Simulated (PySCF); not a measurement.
# CH6Ge2 (SMILES [CH2]1[GeH2][GeH2]1) at 5 levels

Wanted: a comparison of 5 runs (HF/STO-3G, HF/3-21G, BP86/cc-pVDZ, PBE0/def2-SVP, SVWN5/aug-cc-pVDZ) of CH6Ge2. Input form: a Python script.

Program for the calculation: PySCF 2.14.0.

**1. The system as given**

CH6Ge2 has 9 atoms, charge 0, and is taken as a singlet. SMILES: `[CH2]1[GeH2][GeH2]1`. The shape is that of a PBE0-D4/def2-TZVP optimisation.

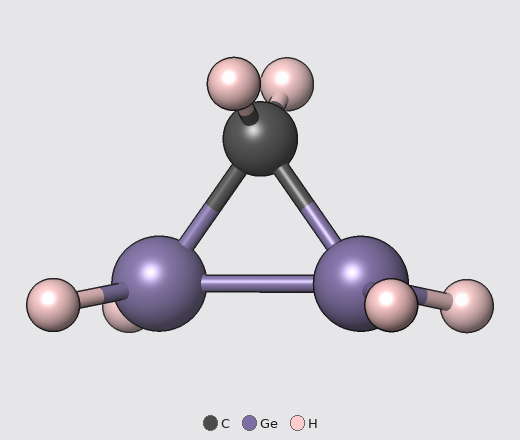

The structure, seen from a chosen angle (carbon dark grey, germanium purple, hydrogen pink).

**2. Energy and forces at HF/STO-3G (run 1)**

Contents of job.py:

```python
from pyscf import gto, scf

mol = gto.Mole()
mol.atom = '''
C     -1.272542     0.327867    -1.443373
Ge     2.019550     1.427499    -0.017197
Ge    -0.589972    -1.810547     1.563748
H     -2.830054     1.656156    -1.293707
H     -1.220196    -0.606224    -3.270171
H      2.055644     4.056108     1.185425
H      4.349394     0.831668    -1.621763
H     -0.022866    -4.594113     1.027066
H     -2.321529    -1.376099     3.837656
'''
mol.basis = 'sto-3g'
mol.unit = 'bohr'
mol.verbose = 4
mol.spin = 0
mol.charge = 0
mol.max_memory = 1860
mol.build()

mf = scf.RHF(mol)
mf.conv_tol = 1e-10
mf.kernel()
if not mf.converged:
    mf = mf.newton().run(mf.mo_coeff, mf.mo_occ)

etot = mf.e_tot
print('Final energy', etot)
grad = mf.nuc_grad_method().kernel()
dip = mf.dip_moment()
pop, q = mf.mulliken_pop()
```

The run is started by

```bash
OMP_NUM_THREADS=1 python job.py
```

What it wrote:

```text
PySCF version 2.14.0

[... 61 lines left out ...]
converged SCF energy = -4144.38761769152
Final energy -4144.387617691519
[... 11 lines left out ...]
Dipole moment(X, Y, Z, Debye):  0.47617, -0.12370,  0.53287
[... 57 lines left out ...]
charge of    8H =     -0.11139
```

It took 3.6 s on 1 thread of Intel Xeon Platinum 8488C (Sapphire Rapids), shared host; peak memory 0.12 GiB.

**3. Energy and forces at HF/3-21G (run 2)**

Contents of job.py:

```python
# [CH2]1[GeH2][GeH2]1
import pyscf.grad
from pyscf import gto, scf

mol = gto.M(
    atom='''
C     -0.673400     0.173500    -0.763800
Ge     1.068700     0.755400    -0.009100
Ge    -0.312200    -0.958100     0.827500
H     -1.497600     0.876400    -0.684600
H     -0.645700    -0.320800    -1.730500
H      1.087800     2.146400     0.627300
H      2.301600     0.440100    -0.858200
H     -0.012100    -2.431100     0.543500
H     -1.228500    -0.728200     2.030800
''',
    max_memory=1860,
    verbose=3,
    basis='3-21g',
    charge=0,
)

myscf = scf.RHF(mol)
myscf.conv_tol = 1e-10
myscf.kernel()
if not myscf.converged:
    myscf = myscf.newton().run(myscf.mo_coeff, myscf.mo_occ)

e_final = myscf.e_tot
print('Final energy', e_final)
grad = myscf.Gradients().kernel()
myscf.analyze()
```

The run is started by

```bash
OMP_NUM_THREADS=1 python job.py
```

What it wrote:

```text
converged SCF energy = -4171.75486194536
[... 10 lines left out ...]
MO #1   energy= -402.692410724028  occ= 2
[... 7 lines left out ...]
MO #9   energy= -45.9310887637847  occ= 2
[... 7 lines left out ...]
MO #17  energy= -5.09720455505922  occ= 2
[... 7 lines left out ...]
MO #25  energy= -1.54303326953321  occ= 2
[... 7 lines left out ...]
MO #33  energy= -0.577225157027856 occ= 2
[... 7 lines left out ...]
MO #41  energy= 0.167909785845333  occ= 0
[... 7 lines left out ...]
MO #49  energy= 0.412652315102311  occ= 0
[... 7 lines left out ...]
MO #57  energy= 1.07600083582168   occ= 0
[... 7 lines left out ...]
MO #65  energy= 1.91283417599731   occ= 0
[... 10 lines left out ...]
Dipole moment(X, Y, Z, Debye): -0.02458,  0.00690, -0.02636
```

Run time: 3.6 s. Hardware: 1 thread of Intel Xeon Platinum 8488C (Sapphire Rapids), shared host; peak memory 0.13 GiB.

Runs 3 to 4 aren't shown in full; the table further down has their settings and results.

**4. Energy and gradient at SVWN5/aug-cc-pVDZ (run 5)**

Contents of job.py:

```python
import pyscf.grad
from pyscf import gto, dft

mol = gto.Mole()
mol.atom = '''
C   -0.673400   0.173500  -0.763800
Ge   1.068700   0.755400  -0.009100
Ge  -0.312200  -0.958100   0.827500
H   -1.497600   0.876400  -0.684600
H   -0.645700  -0.320800  -1.730500
H    1.087800   2.146400   0.627300
H    2.301600   0.440100  -0.858200
H   -0.012100  -2.431100   0.543500
H   -1.228500  -0.728200   2.030800
'''
mol.charge = 0
mol.max_memory = 1860
mol.spin = 0
mol.verbose = 4
mol.basis = 'aug-cc-pvdz'
mol.build()

myscf = dft.RKS(mol, xc='svwn')
myscf.grids.level = 5
myscf.conv_tol = 1e-10
myscf.kernel()
if not myscf.converged:
    myscf = myscf.newton().run(myscf.mo_coeff, myscf.mo_occ)

energy = myscf.e_tot
print('E(%s) = %.9f' % ('SVWN5', energy))
grad = myscf.Gradients().kernel()
myscf.analyze()
```

The run is started by

```bash
OMP_NUM_THREADS=1 python job.py
```

What it wrote:

```text
PySCF version 2.14.0

[... 96 lines left out ...]
One-electron Energy =                -6709.578192352028054
[... 20 lines left out ...]
MO #16  energy= -4.19166849377592  occ= 2
[... 18 lines left out ...]
MO #35  energy= -0.310034499785891 occ= 2
[... 18 lines left out ...]
MO #54  energy= 0.0744877368715087 occ= 0
[... 18 lines left out ...]
MO #73  energy= 0.245823909591435  occ= 0
[... 18 lines left out ...]
MO #92  energy= 0.444480015834345  occ= 0
[... 18 lines left out ...]
MO #111 energy= 0.760164250659853  occ= 0
[... 18 lines left out ...]
MO #130 energy= 1.60538296411565   occ= 0
[... 18 lines left out ...]
MO #149 energy= 2.54430021274841   occ= 0
[... 161 lines left out ...]
Dipole moment(X, Y, Z, Debye): -0.23195,  0.06084, -0.25799
```

It took 62 s on 1 thread of Intel Xeon Platinum 8488C (Sapphire Rapids), shared host; peak memory 1.1 GiB.

**5. The series**

| run | level | integration grid | energy (Eh) | dipole moment (D) | HOMO energy (eV) | LUMO energy (eV) | wall time |
| --- | --- | --- | --- | --- | --- | --- | --- |
| 1 | HF/STO-3G | – | -4144.387618 | 0.73 | -6.44 | 8.26 | 3.6 s |
| 2 | HF/3-21G | – | -4171.754862 | 0.04 | -8.63 | 2.90 | 3.6 s |
| 3 | BP86/cc-pVDZ | 5 | -4196.140168 | 0.43 | -5.60 | -1.15 | 42 s |
| 4 | PBE0/def2-SVP | 5 | -4194.546201 | 0.30 | -6.53 | -0.15 | 35 s |
| 5 | SVWN5/aug-cc-pVDZ | 5 | -4188.908175 | 0.35 | -5.71 | -1.49 | 62 s |

**6. Outcome**

| quantity | value |
| --- | --- |
| run 5: total energy | -4188.90817 Eh |
| run 5: dipole moment | 0.35 D |
| run 5: HOMO energy | -5.71 eV |
| run 5: LUMO energy | -1.49 eV |
| run 5: HOMO–LUMO gap | 4.22 eV |
| run 5: largest force on an atom | 0.670 eV/Å |

The dipole moment (its size) runs from 0.04 D (HF/3-21G) to 0.73 D (HF/STO-3G). The two dipoles point in opposite directions. The HOMO–LUMO gap runs from 4.22 eV (SVWN5/aug-cc-pVDZ) to 14.70 eV (HF/STO-3G). The two ends differ in method and basis. Totals of different functionals can't be ranked against each other. In run 1 the basis is minimal, so the values are rough. All runs together took 2.4 min, the longest 62 s.
